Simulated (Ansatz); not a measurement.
**AlClH6Si2: a ladder of functionals and wavefunction methods**

How much do the methods differ for AlClH6Si2? The plan is to run it at one geometry with functionals of several rungs and with coupled cluster. The yardstick is the atomisation energy at the CCSD(T) limit.

Program: Ansatz 0.2.0, Gaussian basis. Level of theory: functionals in def2-TZVPP, the program's frozen cores in correlated methods. These are calculated values, not measurements.

Plan: LDA (SPW92), PBE-D4, revPBE-D4, BLYP-D4, r2SCAN-D4, B97M-V, PBE0-D4, B3LYP-D4, r2SCANh-D4, r2SCAN0-D4, HSE06-D4, BHLYP-D4, CAM-B3LYP-D4, LC-ωPBE, ωB97X-V, ωB97M-V, B2PLYP, PBE-QIDH; CCSD(T)/def2-SVP; CCSD(T)/def2-TZVPP; MP2/def2-QZVPP; extrapolation to the limit; RPA on PBE.

## Step 1: The geometry

An earlier PBE0-D4 in a triple-zeta def2 set relaxation fixed the geometry.

SMILES `[AlH2][SiH]([SiH3])Cl`, 10 atoms, charge 0, spin multiplicity 1.

Atoms are counted from 1 here; the program's logs count them from 0.

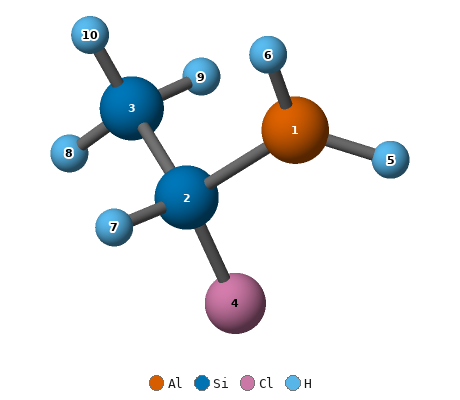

The structure; colours as in the key; atoms are numbered from 1 in the order of the file.

## Step 2: LDA

This LDA is Slater exchange with PW92 correlation.

The input, in.yaml:

```yaml
crystal:
  periodic: [false, false, false]
  atoms:
    - {symbol: Al, position_ang: [-1.268485, 1.598634, -0.993935]}
    - {symbol: Si, position_ang: [0.234481, -0.335352, -0.808052]}
    - {symbol: Si, position_ang: [0.847462, -0.828886, 1.399083]}
    - {symbol: Cl, position_ang: [-0.664781, -2.041129, -1.597444]}
    - {symbol: H, position_ang: [-2.773928, 1.412159, -1.452905]}
    - {symbol: H, position_ang: [-0.708750, 3.034168, -0.608094]}
    - {symbol: H, position_ang: [1.493720, -0.122398, -1.580858]}
    - {symbol: H, position_ang: [1.703615, -2.042646, 1.458012]}
    - {symbol: H, position_ang: [-0.372657, -1.054444, 2.219975]}
    - {symbol: H, position_ang: [1.592423, 0.328694, 1.967217]}
basis:
  gaussian: {orbitals: def2-TZVPP}
hamiltonian: {xc: lda}
output: {orbitals: {seedname: orbitals}}
```

The run is started by

```
$ ansatz run in.yaml --threads 2 --pin off --events-out ev --progress --plain --max-ram 4352MiB
```

The runs that follow: PBE-D4 (GGA); revPBE-D4 (GGA); BLYP-D4 (GGA); r2SCAN-D4 (meta-GGA); B97M-V (meta-GGA); B3LYP-D4 (hybrid); r2SCANh-D4 (hybrid); r2SCAN0-D4 (hybrid); HSE06-D4 (hybrid); BHLYP-D4 (hybrid); CAM-B3LYP-D4 (range-separated); LC-ωPBE (range-separated); ωB97X-V (range-separated); ωB97M-V (range-separated); B2PLYP (double hybrid); PBE-QIDH (double hybrid); CCSD(T) in def2-SVP; CCSD(T) in def2-TZVPP; MP2 in def2-QZVPP; RPA on PBE orbitals.

Before running them: what should the planned runs give, taken together? Wanted: atomisation energy, CCSD(T)/CBS; farthest beyond LDA; mean size of error, GGA; mean size of error, meta-GGA; mean size of error, hybrid; mean size of error, range-separated; mean size of error, double hybrid; gap, smallest and largest; T1 diagnostic.

As calculated:

```
                               quantity                                     value
        atomisation energy, CCSD(T)/CBS                             2736.9 kJ/mol
 functionals within 13.7 kJ/mol (0.5 %)            r2SCAN-D4, r2SCANh-D4, ωB97M-V
                    farthest beyond LDA                  revPBE-D4 (-77.6 kJ/mol)
                mean size of error, GGA                               61.3 kJ/mol
           mean size of error, meta-GGA                               22.5 kJ/mol
             mean size of error, hybrid                               28.2 kJ/mol
    mean size of error, range-separated                               24.8 kJ/mol
      mean size of error, double hybrid                               53.5 kJ/mol
              gap, smallest and largest  3.05 eV (LDA (SPW92)), 9.49 eV (LC-ωPBE)
                          T1 diagnostic                                    0.0120
triples share of the correlation energy                                     3.6 %
```

**Reading.** The LDA atomisation energy is off by 255.4 kJ/mol (9 %): it overbinds. PBE-D4 misses by -44.2 kJ/mol. Double hybrids carry the basis error of their MP2 part in triple zeta, and no dispersion term here, so their miss is partly the set-up's. By mean error the best rung here is meta-GGA (22.5 kJ/mol) and the worst beyond LDA is GGA (61.3 kJ/mol). The gap between the best rungs is small, so their order is not settled. The reference freezes the cores and leaves out relativity and excitations past (T), so misses under about 13.7 kJ/mol can't be ranked. Hartree-Fock recovers 76 % of the binding; the rest is correlation. CCSD(T) in def2-SVP is off by -207.7 kJ/mol, more than most functionals: a good method in a small basis is no reference. The gap grows from 3.1 to 9.5 eV across the functionals, mostly with the share of exact exchange.
